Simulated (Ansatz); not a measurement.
# BF2 (SMILES F[B]F) at U-revPBE/STO-3G

Aim: the energy change on altering one bond length of BF2 at U-revPBE/STO-3G, from 2 runs. 

The results are computed with Ansatz 0.2.0.

36 further runs of the same task are left out: 36 set aside as unsound or not needed.

### Step 1. Starting point

The species is BF2 (3 atoms), meant as a doublet with charge 0. As SMILES, `F[B]F`. Geometry: relaxed at PBE0-D4/def2-TZVP.

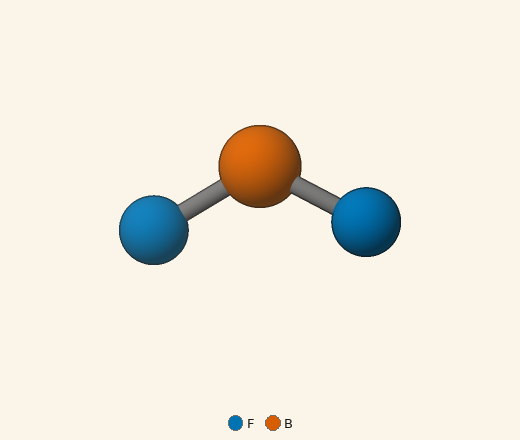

The structure, seen from a chosen angle (fluorine blue, boron orange).

### Step 2. A single-point energy at U-revPBE/STO-3G

Input file input.yaml:

```yaml
crystal:
  periodic: [false, false, false]
  atoms:
    - symbol: F
      position_ang: [0.513100, -1.044300, 0.160000]
    - symbol: B
      position_ang: [0.279000, 0.240500, 0.181300]
    - symbol: F
      position_ang: [-0.802900, 0.738900, -0.354600]
basis:
  gaussian:
    orbitals: STO-3G
magnetization:
  spin_polarized: true
  initial_magnetization: 1
hamiltonian:
  xc: {name: revPBE}
accuracy: high
```

Run with:

```bash
$ ansatz run input.yaml --threads 1 --pin off --max-ram 2610MiB --events-out events.jsonl --progress --plain --runs-dir runs
```

The log of the run:

```text
Warning: RAYON_NUM_THREADS=1 ignored (pool sized by the plan → 1); use --threads N
Functional definition: revPBE
  name "revPBE"
  parameter kappa = 1.245
  parameter beta = 0.06672455060314922
  exchange = pbe_x(kappa = kappa, mu = beta*pi^2/3)
  correlation = pbe_c(beta = beta)
250 factors; integrals over basis functions are off by at most 3.9e-8 eV
mean field evaluation 1: about -6021.3514 eV, gradient 4.4e0 eV
mean field evaluation 2: about -6021.4403 eV, gradient 4.5e0 eV
mean field evaluation 4: about -6021.5663 eV, gradient 1.1e-1 eV
mean field evaluation 8: about -6021.5315 eV, gradient 5.9e-3 eV
mean field evaluation 16: about -6021.5315 eV, gradient 2.8e-8 eV
mean field -6021.53147933 eV, -221.2872003248 hartree, gradient 2.8e-8 eV, S^2 0.752079; 0 other end points of the search recorded, 0 dependent functions left out
reference -6021.53148085 eV, -221.2872003806 hartree; 12, 11 occupied and 3, 4 virtual orbitals, 250 factors
Total energy: -6021.53148085 eV, -221.2872003806 hartree
```

It took 0.68 s on 1 thread of Intel Xeon Platinum 8488C (Sapphire Rapids), shared host; peak memory 0.13 GiB.

### Step 3. The distorted shape, same level

Input file input.yaml:

```yaml
crystal:
  periodic: [false, false, false]
  atoms:
    - symbol: F
      position_ang: [0.783557, -1.168892, 0.293966]
    - symbol: B
      position_ang: [0.549457, 0.115908, 0.315266]
    - symbol: F
      position_ang: [-0.802900, 0.738900, -0.354600]
basis:
  gaussian: {orbitals: STO-3G}
magnetization: {spin_polarized: true, initial_magnetization: 1}
accuracy: high
hamiltonian: {xc: {name: revPBE}}
```

Run with:

```bash
$ ansatz run input.yaml --threads 1 --pin off --max-ram 2610MiB --events-out events.jsonl --progress --plain --runs-dir runs
```

The log of the run, shortened:

```text
Warning: RAYON_NUM_THREADS=1 ignored (pool sized by the plan → 1); use --threads N
[... 6 set-up lines as earlier in the session ...]
249 factors; integrals over basis functions are off by at most 4.0e-8 eV
mean field evaluation 1: about -6019.7632 eV, gradient 9.4e0 eV
mean field evaluation 2: about -6011.8553 eV, gradient 4.0e1 eV
mean field evaluation 4: about -6020.4265 eV, gradient 2.3e0 eV
mean field evaluation 8: about -6020.4126 eV, gradient 3.9e-2 eV
mean field evaluation 16: about -6020.4126 eV, gradient 2.3e-7 eV
mean field -6020.41264215 eV, -221.2460838169 hartree, gradient 2.5e-8 eV, S^2 0.753919; 0 other end points of the search recorded, 0 dependent functions left out
reference -6020.41264368 eV, -221.2460838730 hartree; 12, 11 occupied and 3, 4 virtual orbitals, 249 factors
Total energy: -6020.41264368 eV, -221.2460838730 hartree
```

Wall time 0.76 s (1 thread of Intel Xeon Platinum 8488C (Sapphire Rapids), shared host); peak memory 0.13 GiB.

### Step 4. Summary of results

Level: U-revPBE/STO-3G.

| quantity | value |
| --- | --- |
| first shape: total energy | -221.28720 Eh |
| first shape: ⟨S²⟩ | 0.752 |
| distorted shape: total energy | -221.24608 Eh |
| distorted shape: ⟨S²⟩ | 0.754 |
| energy change with the B2–F3 bond stretched from 1.306 to 1.633 Å | 1.119 eV |

**Reading.** With the B2–F3 bond stretched from 1.306 to 1.633 Å the energy rises by 1.12 eV (108 kJ/mol). The first shape isn't relaxed at this level, so the change isn't measured from a minimum. The minimal basis adds a large error of its own.
